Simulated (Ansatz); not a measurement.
# InH (model cell, started as zinc blende): the cell at rest

Task: relax InH (model cell, started as zinc blende) tightly.

Method: DFT PBEsol, scalar-relativistic, plane waves, PAW, in Ansatz 0.2.0.

The structure was built from a prototype and need not be the compound's stable phase.

### Step 1. The starting structure

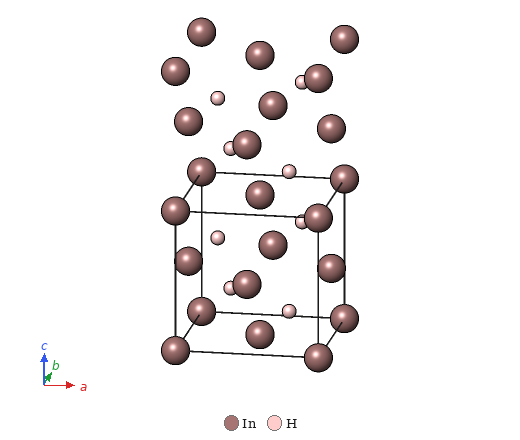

The starting structure, seen slightly off an axis (indium brown, hydrogen pink). 1×1×2 cells are drawn. This picture shows the conventional cell, with its axes. Some periodic images of atoms are drawn too.

### Step 2. Probe on a coarse mesh

First a cheap look: the gap decides the mesh and the occupations, the pressure tells how far the cell has to move.

input.yaml

```yaml
crystal:
  lattice:
    - [0.0, 2.93063, 2.93063]
    - [2.93063, 0.0, 2.93063]
    - [2.93063, 2.93063, 0.0]
  atoms:
    - { symbol: In, position: [0.0, 0.0, 0.0] }
    - { symbol: H, position: [0.25, 0.25, 0.25] }
kpoints:
  mp_grid: { grid: [6, 6, 6] }
hamiltonian:
  xc: pbesol
scf:
  occupations: { method: gaussian, width: 0.1 }
output:
  forces: true
  stress: true
  eigenvalues: true
```

The run is started by

```sh
$ ansatz run input.yaml --threads 4 --pin off --max-ram 7168MiB --backend cpu --events-out ev --progress --plain --runs-dir out
```

Numbers of over 12 decimals in the logs are rounded to 6 here.

What it wrote:

```text
Engine: ansatz 0.2.0, aarch64-unknown-linux-gnu
Pseudopotentials: kind: paw
Pseudopotential: In, paw, valence charge 13, recommended cutoff 420 eV (normal), In.paw.azcp
Pseudopotential: H, paw, valence charge 1, recommended cutoff 420 eV (normal), H.paw.azcp
Functional definition: PBEsol
  exchange = pbesol_x
  correlation = pbesol_c
Crystal: 2 atoms, lattice volume = 50.340 Å³
[...]
--- Band table (eV; the first three rows and the last of 16) ---
  k-point 0: bands = [... 3 lower, -10.4950, -10.4950, -3.5464, 5.9008, 9.3479, 9.3479, 9.3479, 12.6823]
  k-point 1: bands = [... 3 lower, -10.4935, -10.4935, -3.2051, 5.0188, 7.7273, 8.9510, 8.9510, 13.0518]
  k-point 2: bands = [... 3 lower, -10.4790, -10.4790, -2.2289, 2.6548, 6.9170, 8.4156, 8.4157, 12.7124]
  k-point 15: bands = [... 3 lower, -10.4805, -10.4627, 0.4684, 0.5032, 4.3799, 5.2373, 9.0350, 10.9097]
[key lines of the parts left out:]
SCF converged after 6 iterations
Free energy (F): -5539.749547 eV
Fermi energy:    4.093057 eV
P = ⅓ Tr σ = -4.7479 GPa (-47.479 kbar)
```

The job ended after 0.86 s (4 threads of Arm Neoverse N1, shared host; peak memory 0.35 GiB; 2 s of CPU time).

This step gave:

| Property | Result |
| --- | --- |
| pressure | -4.748 GPa |
| volume per atom | 25.17 Å³ |
| gap on the k-mesh | 0 eV |

The coarse mesh shows no gap and a pressure of -4.7 GPa.

### Step 3. Relaxation

Harmonic phonons are second derivatives at a point where the forces vanish, and they are wanted at zero stress, so atoms and cell are relaxed first.

Edit input.yaml of step 2 so:

```diff
@@ -9,3 +9,3 @@
 kpoints:
-  mp_grid: { grid: [6, 6, 6] }
+  mp_grid: { grid: [12, 12, 12] }
 hamiltonian:
@@ -18 +18,6 @@
   eigenvalues: true
+relax:
+  adjacent_minimum: "off"
+  f_tol: 0.005
+  max_steps: 80
+  cell: { stress_tol: 0.05 }
```

What it wrote:

```text
[...]
Crystal: 2 atoms, lattice volume = 50.340 Å³
Basis set: ecut = 420 eV, 941 PW (Γ), exchange–correlation on 60×60×60 points (8 copies of the dense FFT grid, shifted against one another)
Bands: 11, of which v1, the nominal top of the filled ones, is band 7 counted from 1 (6 counted from 0)
Symmetry: 24 space group operations
[...]
k-points: 72 of 1728 (time reversal used)
[...]
SCF iter   1: F=—  HF=-5539.744397 eV  |F-HF|=—  |Δ(HF+E_count)|=         —  Δρ=5.98e-3  dr2=1.92e-2  ethr=1.77e-3  ⟨swp⟩=5.3  Hψ=4686  notcnv=0
[...]
SCF iter   6: F=-5539.737108 eV  HF=-5539.737108 eV  |F-HF|=2.39e-9  |Δ(HF+E_count)|=   9.05e-8  Δρ=1.96e-6  dr2=2.36e-9  ethr=7.14e-10  ⟨swp⟩=7.0  Hψ=4134  notcnv=0
SCF 1 converged in 6 iterations: F = -5539.737108 eV  dr2 = 2.36e-9
[...]
relax step   1: F+E_penalty+E_count = -5539.73710784 eV  Δ(F+E_penalty+E_count) = +0.000e0 eV  max|allowed force component| = 3.121e-16 eV/Å  Δτ_max = 0.0000 Å  P = -5.142 GPa  Ω = 50.340 Å³  (6 SCF iters, dr2 threshold 1.00e-7 eV, accepted)
Crystal: 2 atoms, lattice volume = 43.331 Å³
Basis set: ecut = 420 eV, 869 PW (Γ), exchange–correlation on 60×60×60 points (8 copies of the dense FFT grid, shifted against one another)
[...]
iter 1 solved again at ethr=2.86e-5 eV; its pass at ethr=3.10e-3 eV (dr2=4.01e-3 eV) is discarded
[...]
SCF iter   6: F=-5539.961299 eV  HF=-5539.961299 eV  |F-HF|=3.90e-9  |Δ(HF+E_count)|=   2.64e-7  Δρ=8.15e-6  dr2=4.74e-8  ethr=1.43e-9  ⟨swp⟩=5.6  Hψ=3758  notcnv=0
SCF 2 converged in 6 iterations: F = -5539.961299 eV  dr2 = 4.74e-8
relax step   2: F+E_penalty+E_count = -5539.96129904 eV  Δ(F+E_penalty+E_count) = -2.242e-1 eV  max|allowed force component| = 2.937e-16 eV/Å  Δτ_max = 0.0000 Å  P = -4.954 GPa  Ω = 43.331 Å³  energy of the carried Pulay correction = +2.181e-3 eV  (6 SCF iters, dr2 threshold 2.00e-7 eV, accepted)
Crystal: 2 atoms, lattice volume = 37.005 Å³
Basis set: ecut = 420 eV, 725 PW (Γ), exchange–correlation on 60×60×60 points (8 copies of the dense FFT grid, shifted against one another)
[...]
SCF iter   5: F=-5540.133809 eV  HF=-5540.133809 eV  |F-HF|=7.41e-9  |Δ(HF+E_count)|=   4.84e-8  Δρ=9.10e-6  dr2=3.03e-8  ethr=1.43e-9  ⟨swp⟩=6.9  Hψ=4384  notcnv=0
SCF 3 converged in 5 iterations: F = -5540.133809 eV  dr2 = 3.03e-8
relax step   3: F+E_penalty+E_count = -5540.13380858 eV  Δ(F+E_penalty+E_count) = -1.725e-1 eV  max|allowed force component| = 2.030e-16 eV/Å  Δτ_max = 0.0000 Å  P = -3.171 GPa  Ω = 37.005 Å³  energy of the carried Pulay correction = +4.451e-3 eV  (5 SCF iters, dr2 threshold 2.00e-7 eV, accepted)
[...]
relax step   4: F+E_penalty+E_count = -5540.17191686 eV  Δ(F+E_penalty+E_count) = -3.811e-2 eV  max|allowed force component| = 1.660e-16 eV/Å  Δτ_max = 0.0000 Å  P = +2.034 GPa  Ω = 31.326 Å³  energy of the carried Pulay correction = +6.788e-3 eV  (5 SCF iters, dr2 threshold 2.00e-7 eV, accepted)
[...]
relax step   5: F+E_penalty+E_count = -5540.18060963 eV  Δ(F+E_penalty+E_count) = -8.693e-3 eV  max|allowed force component| = 1.289e-16 eV/Å  Δτ_max = 0.0000 Å  P = -0.036 GPa  Ω = 32.918 Å³  energy of the carried Pulay correction = +6.101e-3 eV  (5 SCF iters, dr2 threshold 2.00e-7 eV, accepted)
[...]
relax step   6: F+E_penalty+E_count = -5540.17823338 eV  Δ(F+E_penalty+E_count) = +2.376e-3 eV  max|allowed force component| = 1.477e-16 eV/Å  Δτ_max = 0.0000 Å  P = -0.086 GPa  Ω = 32.918 Å³  stress off target by 8.62e-2 GPa  SCF on the basis re-selected at this cell (its energy is not comparable with the rows above)  (5 SCF iters)
[...]
relax step   7: F+E_penalty+E_count = -5540.17829065 eV  Δ(F+E_penalty+E_count) = -5.727e-5 eV  max|allowed force component| = 1.659e-16 eV/Å  Δτ_max = 0.0000 Å  P = -0.004 GPa  Ω = 32.844 Å³  energy of the carried Pulay correction = +3.628e-5 eV  (4 SCF iters, dr2 threshold 1.86e-8 eV, accepted)
[...]
SCF iter   1: F=—  HF=-5540.178251 eV  |F-HF|=—  |Δ(HF+E_count)|=         —  Δρ=5.38e-6  dr2=1.79e-9  ethr=1.39e-7  ⟨swp⟩=2.8  Hψ=6500  notcnv=0
eigensolver tolerance schedule: the retry pair's looser diagonalisation over-reported the residual by 10851.43 of it (diagonalisation noise at 0.95 of the residual, at the tolerance the schedule requests for it); recorded, not acted on — ethr = c·dr2/N_el stays at c = 1.0e-1
[...]
SCF iter   2: F=—  HF=-5540.178253 eV  |F-HF|=—  |Δ(HF+E_count)|=   1.52e-6  Δρ=2.93e-6  dr2=5.81e-10  ethr=1.28e-11  ⟨swp⟩=3.1  Hψ=1699  notcnv=0
[...]
SCF iter   5: F=-5540.178253 eV  HF=-5540.178253 eV  |F-HF|=2.73e-12  |Δ(HF+E_count)|=  3.27e-11  Δρ=9.62e-8  dr2=1.62e-12  ethr=1.00e-12  ⟨swp⟩=4.5  Hψ=3478  notcnv=0
SCF 8 converged in 5 iterations: F = -5540.178253 eV  dr2 = 1.62e-12
relax step   8: F+E_penalty+E_count = -5540.17825268 eV  Δ(F+E_penalty+E_count) = +3.797e-5 eV  max|allowed force component| = 1.660e-16 eV/Å  Δτ_max = 0.0000 Å  P = -0.004 GPa  Ω = 32.844 Å³  stress off target by 4.21e-3 GPa  SCF on the basis re-selected at this cell (its energy is not comparable with the rows above)  (5 SCF iters)
[...]
SCF converged after 5 iterations
Free energy (F): -5540.178253 eV
[...]
Internal energy: -5540.173315 eV  (E = F + TS)
E sigma→0 (E₀):  -5540.175784 eV
Entropy (-TS):   -0.004938 eV (-2.469 meV/atom)
Fermi energy:    8.126102 eV
[...]
--- Stress (GPa, compression-positive) ---
       -0.004207       0.000000       0.000000
        0.000000      -0.004207      -0.000000
        0.000000      -0.000000      -0.004207
  P = ⅓ Tr σ = -0.0042 GPa (-0.042 kbar)
--- Band table (eV; the first three rows and the last of 72) ---
  k-point 0: bands = [... 3 lower, -6.4099, -6.4099, -2.0226, 10.9981, 16.1230, 16.1230, 16.1230, 18.8367]
  k-point 1: bands = [... 3 lower, -6.4104, -6.4104, -1.8996, 10.7914, 14.8528, 15.8517, 15.8517, 19.2288]
  k-point 2: bands = [... 3 lower, -6.4074, -6.4074, -1.5301, 9.9493, 13.3851, 15.3244, 15.3244, 19.8360]
  k-point 71: bands = [... 3 lower, -6.3789, -6.3100, 3.2780, 5.2083, 7.5889, 8.7532, 16.1811, 18.9257]
--- Relaxed structure (6 steps of the walk, 6 accepted, 2 SCFs on fresh bases) ---
  F+E_penalty+E_count = -5540.17825268 eV   max|allowed force component| = 1.660e-16 eV/Å   (the final SCF, on the basis selected at the relaxed cell)
  cell:  # Å, volume = 32.8441 Å³
    - [0, 2.541806, 2.541806]
    - [2.541806, 0, 2.541806]
    - [2.541806, 2.541806, 0]
  atoms:
    - { symbol: In, position: [0, 0, 0] }
    - { symbol: H, position: [0.25, 0.25, 0.25] }
```

Run time: 16 s. Hardware: 4 threads; peak memory 0.45 GiB; 54 s of CPU time.

Step by step:

```csv
step,energy less that of the first step (eV),largest force component (eV/Å),pressure (GPa),volume (Å³)
1,0.0000,0.0000,-5.14,50.34
2,-0.2242,0.0000,-4.95,43.33
3,-0.3967,0.0000,-3.17,37.00
4,-0.4348,0.0000,2.03,31.33
5,-0.4435,0.0000,-0.04,32.92
6*,-0.4411,0.0000,-0.09,32.92
7,-0.4412,0.0000,0.00,32.84
8*,-0.4411,0.0000,0.00,32.84
```

Relaxation steps marked * repeat the geometry before them on a plane-wave basis chosen anew for their cell, so energy and pressure can jump there.

The run keeps the 24 symmetry operations that it works with, so distortions that break them were not tested.

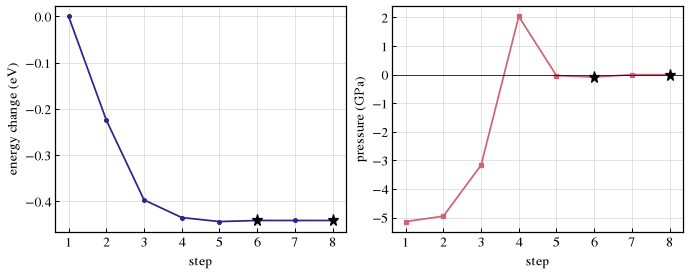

Energy and pressure along the relaxation. Stars mark steps on a basis chosen anew.

```csv
cell as run,before,after,change
a (Å),4.145,3.595,-13.3 %
b (Å),4.145,3.595,-13.3 %
c (Å),4.145,3.595,-13.3 %
volume (Å³/atom),25.17,16.42,-34.8 %
```

The relaxed structure:

```
In H
1.0
     0.00000    2.54181    2.54181
     2.54181    0.00000    2.54181
     2.54181    2.54181    0.00000
In H
1 1
Direct
  0.00000 0.00000 0.00000
  0.25000 0.25000 0.25000
```

This step gave:

* pressure: -0.004207 GPa
* volume per atom: 16.42 Å³

In this step the volume went from 25.17 to 16.42 Å³/atom.

### Step 4. Bringing the structure to rest

The relaxation is repeated from its end on the same settings, as a check that it has come to rest.

input.yaml, the sections that differ from step 3:

```yaml
crystal:
  lattice:
    - [0.0, 2.5418058941, 2.5418058941]
    - [2.5418058941, 0.0, 2.5418058941]
    - [2.5418058941, 2.5418058941, 0.0]
  atoms:
    - { symbol: In, position: [0.0, 0.0, 0.0] }
    - { symbol: H, position: [0.25, 0.25, 0.25] }
output:
  forces: true
  stress: true
  eigenvalues: true
  write_density: true
  write_potential: true
  elf: true
  volumetric_format: npy
# kpoints, hamiltonian, scf, relax: as in step 3
```

What it wrote:

```text
[...]
Crystal: 2 atoms, lattice volume = 32.844 Å³
Basis set: ecut = 420 eV, 645 PW (Γ), exchange–correlation on 50×50×50 points (8 copies of the dense FFT grid, shifted against one another)
Bands: 11, of which v1, the nominal top of the filled ones, is band 7 counted from 1 (6 counted from 0)
Symmetry: 24 space group operations
[...]
k-points: 72 of 1728 (time reversal used)
[...]
k-point 71: bands = [... 3 lower, -6.3789, -6.3100, 3.2780, 5.2083, 7.5889, 8.7532, 16.1811, 18.9257]
--- Relaxed structure (1 steps of the walk, 1 accepted, 1 SCFs on fresh bases) ---
[...]
cell:  # Å, volume = 32.8441 Å³
    - [0.0, 2.5418058941, 2.5418058941]
    - [2.5418058941, 0.0, 2.5418058941]
    - [2.5418058941, 2.5418058941, 0.0]
  atoms:
    - { symbol: In, position: [0.0, 0.0, 0.0] }
    - { symbol: H, position: [0.250000, 0.250000, 0.250000] }
[key lines of the parts left out:]
SCF converged after 4 iterations
Free energy (F): -5540.178253 eV
Fermi energy:    8.126102 eV
P = ⅓ Tr σ = -0.0042 GPa (-0.042 kbar)
```

The job ended after 3.8 s (4 threads; peak memory 0.4 GiB; 11 s of CPU time).

Little changed from the start: no atom moved by 0.005 Å and no cell edge by 0.1 %.

This step gave:

| Item | Value |
| --- | --- |
| pressure | -0.004204 GPa |

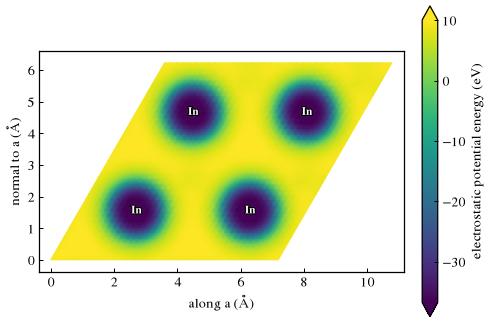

Electrostatic potential energy in the ac plane of the cell as run, not the conventional one, at fractional y = 0.000, with atoms of In within 0.2 Å of it. With pseudopotentials it is smooth inside the atoms' cores, unlike the true potential. The map starts off the cell's origin, so that atoms lie inside it.

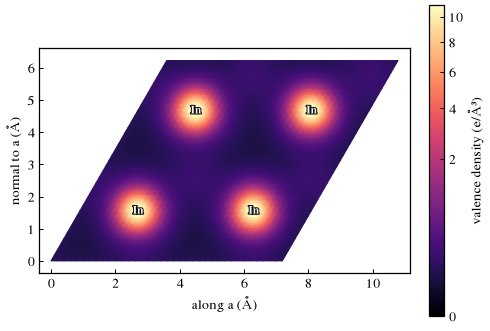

Valence density in the ac plane of the cell as run, not the conventional one, at fractional y = 0.000, with atoms of In within 0.2 Å of it. It is the smooth field of the valence electrons, not physical close to the nuclei. The map starts off the cell's origin, so that atoms lie inside it. The colour scale is stretched toward low values.

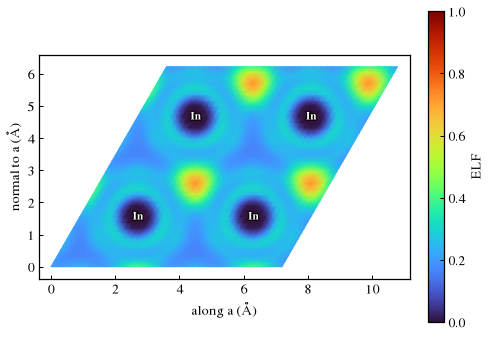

ELF in the ac plane of the cell as run, not the conventional one, at fractional y = 0.000, with atoms of In within 0.2 Å of it. It is the smooth field of the valence electrons, not physical close to the nuclei. The map starts off the cell's origin, so that atoms lie inside it.

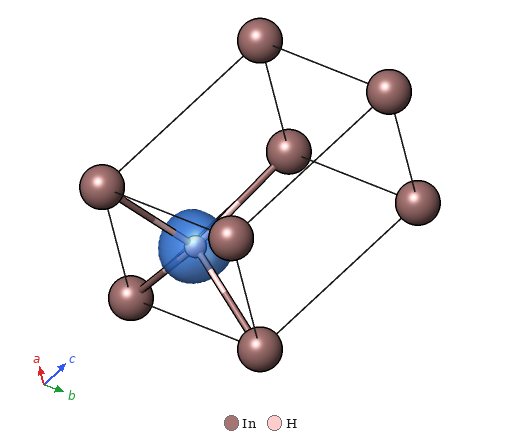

Surface of ELF = 0.85. Drawn on the cell as run, not the conventional one. Bonds to atoms that aren't drawn are left out.

In this step the volume went from 16.42 to 16.42 Å³/atom.

### Step 5. Relaxing to small forces for the phonons

Phonons need a cell at rest on their own settings, so the relaxation is repeated with tight tolerances on forces and stress, using the mesh and the filling of the phonon run that follows.

input.yaml, the sections that differ from step 4:

```yaml
scf:
  occupations: { method: methfessel_paxton, width: 0.15 }
output:
  forces: true
  stress: true
  eigenvalues: true
relax:
  adjacent_minimum: "off"
  f_tol: 0.001
  max_steps: 60
  cell: { stress_tol: 0.01 }
# crystal, kpoints, hamiltonian: as in step 4
```

What it wrote:

```text
[...]
Crystal: 2 atoms, lattice volume = 32.844 Å³
Basis set: ecut = 420 eV, 645 PW (Γ), exchange–correlation on 50×50×50 points (8 copies of the dense FFT grid, shifted against one another)
Bands: 11, of which v1, the nominal top of the filled ones, is band 7 counted from 1 (6 counted from 0)
Symmetry: 24 space group operations
[...]
k-points: 72 of 1728 (time reversal used)
[...]
k-point 71: bands = [... 3 lower, -6.3787, -6.3098, 3.2781, 5.2084, 7.5889, 8.7532, 16.1811, 18.9257]
--- Relaxed structure (1 steps of the walk, 1 accepted, 1 SCFs on fresh bases) ---
[...]
cell:  # Å, volume = 32.8441 Å³
    - [0.0, 2.5418058941, 2.5418058941]
    - [2.5418058941, 0.0, 2.5418058941]
    - [2.5418058941, 2.5418058941, 0.0]
  atoms:
    - { symbol: In, position: [0.0, 0.0, 0.0] }
    - { symbol: H, position: [0.250000, 0.250000, 0.250000] }
[key lines of the parts left out:]
SCF converged after 5 iterations
Free energy (F): -5540.176165 eV
Fermi energy:    8.131006 eV
P = ⅓ Tr σ = -0.0027 GPa (-0.027 kbar)
```

Wall time 3.4 s (4 threads); peak memory 0.4 GiB; 10 s of CPU time.

Little changed from the start: no atom moved by 0.005 Å and no cell edge by 0.1 %.

This step gave:

```yaml
pressure: -0.002718 GPa
```

The forces vanish by symmetry and the pressure is -0.003 GPa, within the tolerances set. The cell now holds 16.42 Å³/atom.

### Step 6. Outcome

```
space group after relaxation (within 0.01 Å) : F-43m
lattice constant a                           : 5.084 Å
lattice constant b                           : 5.084 Å
lattice constant c                           : 5.084 Å
volume per atom                              : 16.4 Å³
```

What this shows: The forces vanish by symmetry and the pressure is -0.003 GPa, within the tolerances set. The cell now holds 16.42 Å³/atom. The relaxation keeps the symmetry of its start, so it says nothing on stability against lower symmetry. The starting cell was built on a prototype and not taken from a measurement, so the phase need not exist.

[Logs are printed without paths, hosts, clocks, repeated set-up lines and the standing remarks that a program may print on its own settings, such as how far it seeks lower states.]

[Hosts, paths, dates, database ids (printed as entryN), source tags and the programs' standing remarks are cut or masked in the printed files.]
